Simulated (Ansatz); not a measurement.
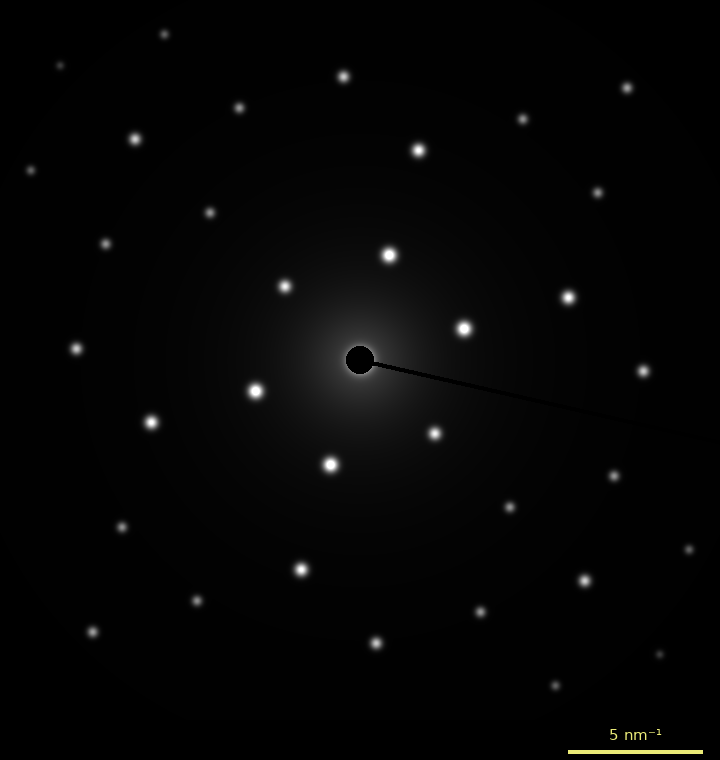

The pattern is a kinematic simulation for 100 kV electrons (no multiple scattering; isotropic B = 0.8 Å²).

Q: Describe the geometry of this pattern.

A: The spots form a centred rectangular net whose two shortest vectors correspond to d = 2.54 Å and 2.45 Å, 61.1° apart.

Q: What is the point symmetry of the pattern, intensities included?

A: 2mm. A zero-layer kinematic pattern is always centrosymmetric (Friedel's law).

Q: What was simulated?

A: This cannot be fixed from one zone alone; the pattern is [101] of Ti, space group P6_3/mmc (No. 194), a = 2.931 Å, c = 9.371 Å (hexagonal axes). The net vectors are 0 1 0 and 1 0 -1. Structure: the end point of a relaxation with DFT, r2SCAN, plane waves (500 eV) with PAW, scalar-relativistic (Ansatz 0.2.0); the starting structure was generated, so it need not be a known form of this composition.
